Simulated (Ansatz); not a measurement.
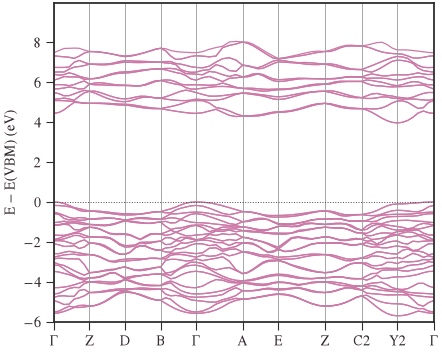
Figure: Band structure from the program Ansatz at the PBEsol with spin–orbit coupling level (PAW)

Problem. Read off the gap and where the band edges lie.

Solution. About 4.0 eV (3.96 eV by a search for the band edges); maximum at Γ, minimum at Y2.

The material is HfO2 in space group P2_1/c (No. 14; Hf on 4e, O on 4e, O on 4e).

The PBEsol relaxation kept the symmetry of its start. The run is not spin-polarised.

Potentials: the later of the program's two PAW sets.
